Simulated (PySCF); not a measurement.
**What a change does: NMR shielding calculation on C$_{2}$H$_{11}$O$_{2}$PSi$_{3}$**

System: C$_{2}$H$_{11}$O$_{2}$PSi$_{3}$.
Method of run 1: GIAO PBE0/pcSseg-1 NMR shielding, non-relativistic, gas phase (PySCF 2.14.0).

The geometry comes from this level: PBE0-D3(BJ)/def2-SVP. Text and figures count atoms from 1; the logs count them from 0 in places.

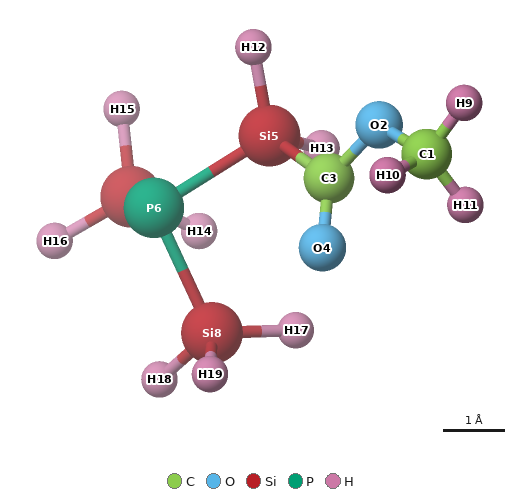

**Figure 1.** The input geometry (ball-and-stick view, seen at a tilt; atoms are numbered from 1 in the order of the input). Bond lengths as drawn: C–H 1.10 Å, C–O 1.21 to 1.42 Å, C–Si 1.93 Å, H–Si 1.49 to 1.50 Å and P–Si 2.25 to 2.28 Å.

**Input, run 1**
```
{"job": {"kind": "nmr", "xc": "PBE0", "basis": "pcSseg-1"}, "charge": 0, "multiplicity": 1}
C      3.686513     0.029425     1.242357
O      2.802549    -0.008184     0.127103
C      1.512164     0.195080     0.389307
O      1.086207     0.409838     1.498798
Si     0.366546     0.065660    -1.156953
P     -1.357590     1.420395    -0.673218
Si    -2.877065     0.325268    -1.938280
Si    -1.959359     0.423965     1.282404
H      4.689050    -0.163946     0.845114
H      3.650485     1.013173     1.732256
H      3.412612    -0.738332     1.980557
H      1.084257     0.507513    -2.386438
H     -0.009734    -1.376849    -1.293976
H     -3.045001    -1.104235    -1.525964
H     -2.424163     0.362135    -3.362901
H     -4.187990     1.027825    -1.814917
H     -1.500700    -0.995283     1.363489
H     -3.458397     0.422008     1.263185
H     -1.500993     1.222820     2.449250
```

The first line tells a small driver script what to run in PySCF; the rest is the geometry in Å.

Launched with:
```bash
OMP_NUM_THREADS=1 python <driver script> task.json out
```

Hardware: 1 CPU thread, shared host.

**Output (run 1)**
```
coarse grid: 17664 points
cycle   1  E = -1442.1097659220  dE =  5.969e-01  |g| = 8.295e-01  |ddm| = 3.917e+00
cycle   2  E = -1441.7464625852  dE =  3.633e-01  |g| = 1.601e+00  |ddm| = 1.582e+00
cycle   3  E = -1442.2254184143  dE = -4.790e-01  |g| = 2.740e-01  |ddm| = 1.196e+00
cycle   4  E = -1442.2379622679  dE = -1.254e-02  |g| = 9.992e-02  |ddm| = 2.269e-01
cycle   5  E = -1442.2396445315  dE = -1.682e-03  |g| = 1.390e-02  |ddm| = 5.667e-02
cycle   6  E = -1442.2396820766  dE = -3.755e-05  |g| = 5.429e-03  |ddm| = 2.185e-02
cycle   7  E = -1442.2396904984  dE = -8.422e-06  |g| = 9.666e-04  |ddm| = 8.865e-03
final grid: 151632 points
cycle   8  E = -1442.3061280767  dE = -1.538e-05  |g| = 1.215e-02  |ddm| = 2.611e-02
cycle   9  E = -1442.3060906896  dE =  3.739e-05  |g| = 1.895e-02  |ddm| = 1.631e-02
cycle  10  E = -1442.3061526113  dE = -6.192e-05  |g| = 2.402e-03  |ddm| = 1.064e-02
cycle  11  E = -1442.3061536475  dE = -1.036e-06  |g| = 4.967e-04  |ddm| = 1.610e-03
cycle  12  E = -1442.3061536872  dE = -3.970e-08  |g| = 1.462e-04  |ddm| = 3.804e-04
cycle  13  E = -1442.3061536919  dE = -4.741e-09  |g| = 2.357e-05  |ddm| = 1.282e-04
cycle  14  E = -1442.3061536920  dE = -1.155e-10  |g| = 6.672e-06  |ddm| = 3.610e-05
converged SCF energy = -1442.3061536920

GIAO shielding tensors (ppm)
atom      isotropic    diamagn.    paramagn.     s11        s22        s33       span
  0 C      132.499     242.081    -109.582    101.475    119.639    176.382     74.908
  1 O      111.145     401.970    -290.825    -96.919    205.464    224.891    321.810
  2 C       -3.846     261.485    -265.331    -98.779     18.294     68.947    167.726
  3 O     -178.821     405.166    -583.988   -549.785   -264.089    277.409    827.194
  4 Si     394.010     882.535    -488.525    350.628    364.598    466.805    116.176
  5 P      700.131     971.370    -271.239    630.506    723.425    746.462    115.957
  6 Si     420.528     879.858    -459.330    380.539    416.950    464.093     83.554
  7 Si     415.512     880.398    -464.886    378.645    414.425    453.466     74.821
  8 H       27.688      26.124       1.563     23.804     26.134     33.126      9.322
  9 H       27.488      27.508      -0.020     23.646     25.488     33.331      9.685
 10 H       27.515      28.125      -0.609     23.611     25.633     33.303      9.692
 11 H       26.607      30.353      -3.747     22.214     25.048     32.558     10.343
 12 H       26.885      31.021      -4.136     23.298     26.003     31.352      8.054
 13 H       27.439      28.910      -1.472     23.837     25.992     32.488      8.650
 14 H       27.222      28.742      -1.519     23.204     24.977     33.485     10.280
 15 H       27.119      28.720      -1.601     23.268     24.474     33.616     10.348
 16 H       27.278      30.612      -3.334     24.286     25.873     31.676      7.390
 17 H       27.299      29.676      -2.377     23.053     25.866     32.979      9.926
 18 H       26.660      29.936      -3.276     22.791     24.176     33.014     10.223
```

For run 2 the input was changed thus:
```diff
-"xc": "PBE0"
+"xc": "B97-2"
+"pop": false
```

What does this change do to the results?

The total energies belong to different methods, so their difference says nothing on which is more stable or more accurate. The HOMO goes from −7.37 to −7.15 eV. Of all shieldings, the largest change is that of O4, by +12.2 ppm. The functional changes from PBE0 to B97-2. The SCF takes 15 iterations against 14.

**Output (run 2)**
```
coarse grid: 17664 points
cycle   1  E = -1442.8371248568  dE =  5.774e-01  |g| = 8.577e-01  |ddm| = 3.919e+00
cycle   2  E = -1442.4084757704  dE =  4.286e-01  |g| = 1.698e+00  |ddm| = 1.705e+00
cycle   3  E = -1442.9587785880  dE = -5.503e-01  |g| = 3.057e-01  |ddm| = 1.320e+00
cycle   4  E = -1442.9749372248  dE = -1.616e-02  |g| = 1.084e-01  |ddm| = 2.567e-01
cycle   5  E = -1442.9769434991  dE = -2.006e-03  |g| = 1.571e-02  |ddm| = 6.255e-02
cycle   6  E = -1442.9769943898  dE = -5.089e-05  |g| = 6.083e-03  |ddm| = 2.560e-02
cycle   7  E = -1442.9770052286  dE = -1.084e-05  |g| = 1.072e-03  |ddm| = 1.014e-02
cycle   8  E = -1442.9770055224  dE = -2.938e-07  |g| = 3.450e-04  |ddm| = 1.910e-03
final grid: 151632 points
cycle   9  E = -1443.0368384715  dE = -5.259e-05  |g| = 7.636e-03  |ddm| = 2.748e-02
cycle  10  E = -1443.0368323152  dE =  6.156e-06  |g| = 8.972e-03  |ddm| = 1.005e-02
cycle  11  E = -1443.0368457210  dE = -1.341e-05  |g| = 1.581e-03  |ddm| = 6.297e-03
cycle  12  E = -1443.0368460927  dE = -3.717e-07  |g| = 4.141e-04  |ddm| = 1.019e-03
cycle  13  E = -1443.0368461340  dE = -4.129e-08  |g| = 4.715e-05  |ddm| = 4.134e-04
cycle  14  E = -1443.0368461341  dE = -9.231e-11  |g| = 4.573e-05  |ddm| = 7.262e-05
cycle  15  E = -1443.0368461345  dE = -3.824e-10  |g| = 9.884e-06  |ddm| = 3.241e-05
converged SCF energy = -1443.0368461345

GIAO shielding tensors (ppm)
atom      isotropic    diamagn.    paramagn.     s11        s22        s33       span
  0 C      131.845     241.763    -109.918    101.559    118.923    175.052     73.493
  1 O      112.255     402.195    -289.940    -91.223    204.331    223.656    314.879
  2 C       -1.000     261.851    -262.852    -93.797     21.568     69.228    163.024
  3 O     -166.652     405.473    -572.125   -525.210   -252.184    277.437    802.647
  4 Si     398.039     882.889    -484.849    355.474    369.285    469.359    113.885
  5 P      694.902     971.977    -277.076    626.243    718.174    740.288    114.045
  6 Si     423.143     879.937    -456.794    384.365    419.405    465.660     81.296
  7 Si     418.636     880.571    -461.935    382.674    417.687    455.546     72.871
  8 H       27.827      26.127       1.700     24.004     26.282     33.194      9.190
  9 H       27.590      27.633      -0.043     23.796     25.614     33.361      9.565
 10 H       27.616      28.297      -0.680     23.762     25.751     33.335      9.573
 11 H       26.809      30.601      -3.792     22.465     25.270     32.693     10.228
 12 H       27.064      31.411      -4.347     23.509     26.181     31.500      7.991
 13 H       27.603      29.189      -1.586     24.045     26.165     32.600      8.555
 14 H       27.411      28.922      -1.510     23.457     25.188     33.589     10.132
 15 H       27.310      28.822      -1.512     23.518     24.694     33.719     10.200
 16 H       27.454      30.996      -3.542     24.499     26.059     31.804      7.305
 17 H       27.484      29.840      -2.356     23.286     26.063     33.101      9.815
 18 H       26.860      30.175      -3.316     23.043     24.420     33.116     10.074
```

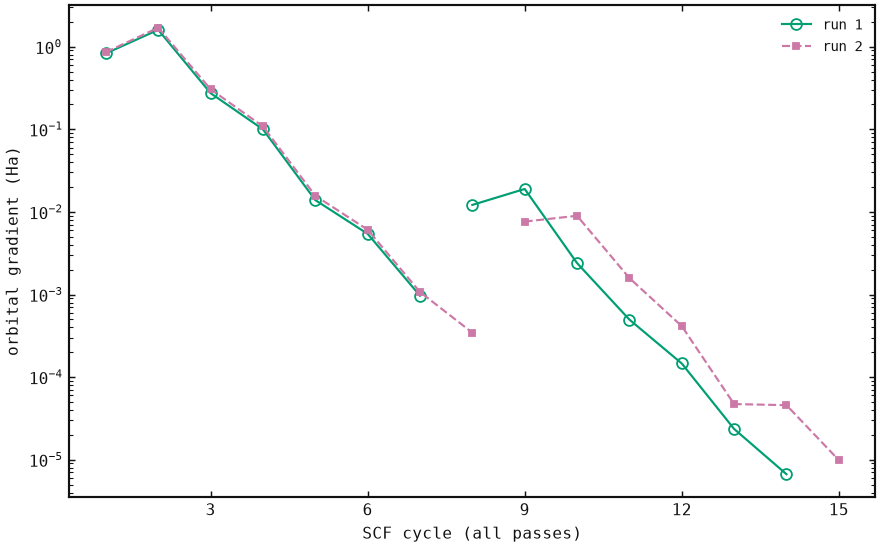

**Figure 2.** Convergence of the two runs: orbital gradient against the SCF cycle. A break in a curve parts two SCF passes (coarse and final grid). Run 1 takes 14 cycles in all, and run 2 takes 15.

**The two runs side by side**

| quantity | run 1 | run 2 |
| --- | --- | --- |
| outcome | converged | converged |
| total energy (hartree) | −1442.306154 | −1443.036846 |
| HOMO (eV) | −7.37 | −7.15 |
| LUMO (eV) | −0.84 | −0.88 |
| dipole moment (D) | 2.23 | 2.22 |
| shielding of O2 (ppm) | 111.1 | 112.3 |
| shielding of C3 (ppm) | −3.8 | −1.0 |
| shielding of O4 (ppm) | −178.8 | −166.7 |
| shielding of Si5 (ppm) | 394.0 | 398.0 |
| shielding of P6 (ppm) | 700.1 | 694.9 |
| shielding of Si7 (ppm) | 420.5 | 423.1 |
| shielding of Si8 (ppm) | 415.5 | 418.6 |
| SCF iterations | 14 | 15 |
| basis functions | 219 | 219 |
| wall time (shared host) | 35 s | 33 s |
